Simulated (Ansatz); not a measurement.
**Cl$_{3}$FHOTa···HCl: density, localisation and related maps**

Input file:

```
crystal:
  periodic: [false, false, false]
  atoms:
    - { symbol: Ta, position_ang: [-0.405703, -0.321463, 0.189345] }
    - { symbol: Cl, position_ang: [3.247933, -0.017022, 0.455462] }
    - { symbol: Cl, position_ang: [0.205038, 0.696892, 2.167524] }
    - { symbol: Cl, position_ang: [0.558314, 0.030684, -1.876076] }
    - { symbol: F, position_ang: [-1.621058, 1.098236, -0.147639] }
    - { symbol: Cl, position_ang: [-2.298781, -1.663944, 0.237901] }
    - { symbol: O, position_ang: [0.618014, -1.975866, 0.556397] }
    - { symbol: H, position_ang: [0.49661, -2.928137, 0.704428] }
    - { symbol: H, position_ang: [2.688633, -1.21998, 0.631559] }
basis:
  gaussian: { orbitals: def2-SVP }
hamiltonian:
  xc: pbe
relax:
  f_tol: 0.03
  max_steps: 50
output:
  orbitals: {}
```

Run with:

```sh
ansatz run input.yaml --threads 4 --pin off --max-ram 5120MiB --backend cpu --events-out ev --progress --plain --runs-dir out
```

The fields are those of the run's last geometry, not of the input's.

Core potentials replace the inner electrons of Ta.

The calculation used RKS PBE/def2-SVP in Ansatz.

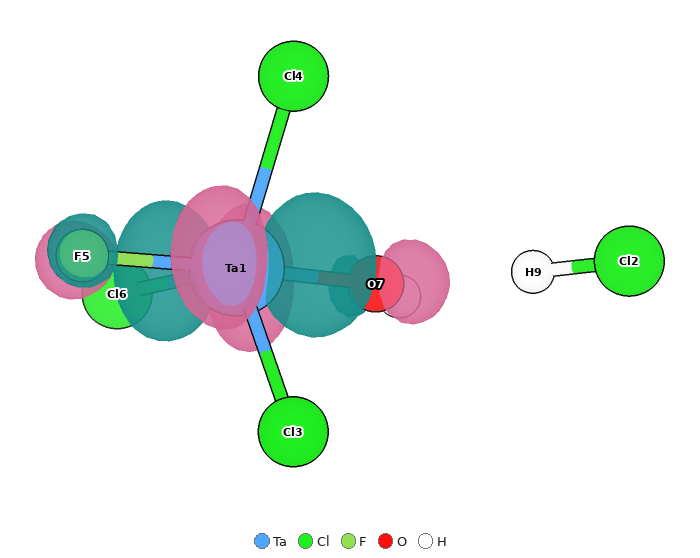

Figure 1. One frontier orbital at ±0.2 Å⁻³ᐟ² (teal and pink are the two phases), seen from one side.

Q: Which orbital is it: HOMO or LUMO?

A: The LUMO, at −3.71 eV. Its weight (Hirshfeld) is mainly on Ta1 (about 65 %), O7 (about 10 %), F5 (about 10 %) and Cl6 (about 5 %).

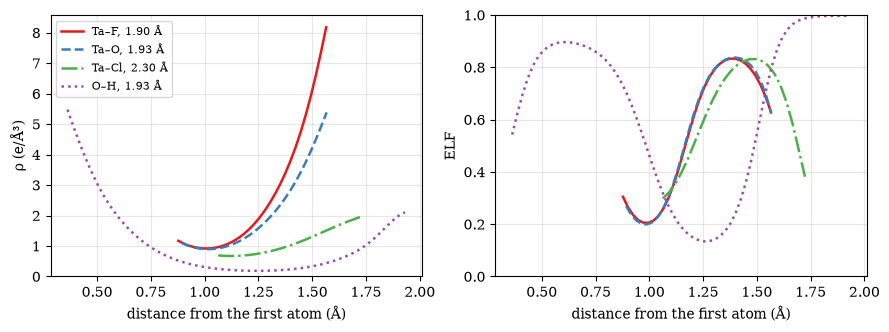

Figure 2. Electron density and electron localisation function along straight lines between neighbouring atoms. The curves leave out the atomic cores.

Q: What can be read from the curves?

A: Ta–F (1.90 Å): the density is about 0.97 e/Å³ at the midpoint; the ELF peaks at about 0.85 in the valence shell of F, 0.5 Å from its nucleus, and drops to about 0.20 between the two atoms.
Ta–O (1.93 Å): ρ at the midpoint is about 0.93 e/Å³; the ELF peaks at about 0.85 in the valence shell of O, 0.5 Å from its nucleus, and drops to about 0.20 between the two atoms.
Ta–Cl (2.30 Å): ρ is about 0.68 e/Å³ halfway; the ELF peaks at about 0.85 in the valence shell of Cl, 0.8 Å from its nucleus, and is about 0.40 at the midpoint.
O7···H9 (1.93 Å): the density falls to about 0.19 e/Å³ on the way; the ELF dips to about 0.15 between them.

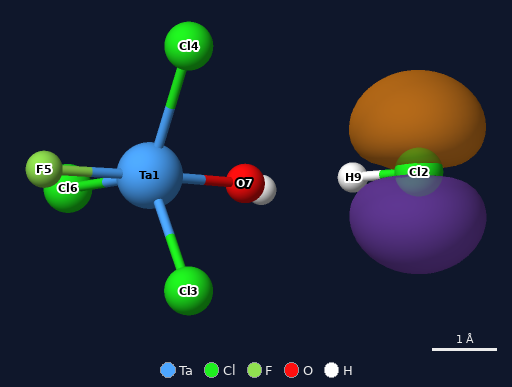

Figure 3. One frontier orbital at ±0.15 Å⁻³ᐟ² (orange and purple are the two phases), seen from one side.

Q: Which orbital is it: HOMO or LUMO?

A: The HOMO, at −7.18 eV. By Hirshfeld shares it lies mainly on Cl2 (about 95 %); largely a lone pair of Cl2.
